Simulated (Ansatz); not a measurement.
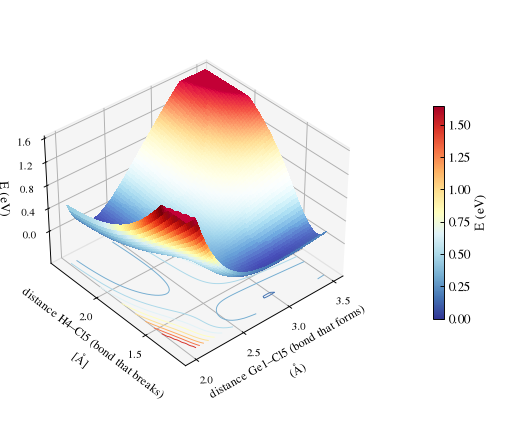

Energy landscape of the reacting system Cl₃GeH. First axis: distance Ge1–Cl5 (bond that forms). Second axis: distance H4–Cl5 (bond that breaks). Relaxed at each point: all other coordinates. Grid: 9 × 9 points. Points are written as (first, second). All energies are given in eV relative to the lowest grid point. The reference is spin-restricted, so regions where a bond is pulled apart into radicals lie too high. Theory: Ansatz 0.2.0, RKS r2SCAN0-D4/def2-SVP.

Drawn: a relief with its contours projected below, any walls above the top of the colour scale cut off. Between grid points the surface is interpolated. 

Q: What does the map say about the system?

A: The lowest grid point is at (3.045 Å, 1.286 Å). The highest grid point, (1.998 Å, 1.197 Å), lies 2.26 eV above the lowest. On the interpolated surface the lowest path from the side where the first distance is long, (3.267 Å, 1.286 Å), to the side where the second distance is long, about (2.23 Å, 2.40 Å), has its top at about (2.48 Å, 1.56 Å), about 0.24 eV above the start and 0.26 eV above the end.

Grid values (eV):

| second ↓, first → | 1.998 | 2.109 | 2.263 | 2.438 | 2.629 | 2.832 | 3.045 | 3.267 | 3.498 |
| --- | --- | --- | --- | --- | --- | --- | --- | --- | --- |
| 2.397 | 0.48 | 0.12 | 0.01 | 0.17 | 0.50 | 0.91 | 1.33 | 1.73 | 2.09 |
| 2.213 | 0.53 | 0.16 | 0.02 | 0.16 | 0.46 | 0.84 | 1.22 | 1.59 | 1.93 |
| 2.035 | 0.63 | 0.23 | 0.06 | 0.16 | 0.42 | 0.76 | 1.11 | 1.44 | 1.73 |
| 1.864 | 0.78 | 0.36 | 0.14 | 0.19 | 0.39 | 0.67 | 0.97 | 1.24 | 1.48 |
| 1.702 | 1.02 | 0.54 | 0.26 | 0.23 | 0.36 | 0.56 | 0.78 | 0.98 | 1.13 |
| 1.549 | 1.33 | 0.79 | 0.41 | 0.27 | 0.29 | 0.39 | 0.50 | 0.60 | 0.68 |
| 1.409 | 1.70 | 1.05 | 0.54 | 0.27 | 0.17 | 0.15 | 0.17 | 0.20 | 0.25 |
| 1.286 | 2.05 | 1.30 | 0.66 | 0.28 | 0.08 | 0.01 | 0.00 | 0.02 | 0.06 |
| 1.197 | 2.26 | 1.52 | 0.87 | 0.47 | 0.26 | 0.17 | 0.16 | 0.18 | 0.21 |

The input of one point:

```yaml
crystal:
  periodic: [false, false, false]
  atoms:
    - { symbol: Ge, position_ang: [1.131861, 0.890306, 0.058785] }
    - { symbol: Cl, position_ang: [1.098282, -1.074481, -1.014864] }
    - { symbol: Cl, position_ang: [0.972251, 0.144042, 2.111016] }
    - { symbol: H, position_ang: [-1.334938, -0.518748, -0.806235] }
    - { symbol: Cl, position_ang: [-1.867456, 0.55878, -0.348902] }
basis:
  gaussian: { orbitals: def2-SVP }
hamiltonian:
  xc: { name: r2SCAN0 }
  dispersion: d4
output:
  forces: true
relax:
  f_tol: 0.02
  max_steps: 50
  escape_saddle: false
  constraints: [{ distance: [0, 4] }, { distance: [3, 4] }]
scf:
  lower_state_search: "off"
```

Each point was launched as `ansatz run input.yaml --threads 1 --pin off --max-ram 2560MiB --backend cpu --events-out ev --progress --plain --runs-dir out`. Time for the 81 points that were run: 17 min on 1 thread of INTEL(R) XEON(R) PLATINUM 8581C CPU @ 2.30GHz (Emerald Rapids), with other jobs on the host.
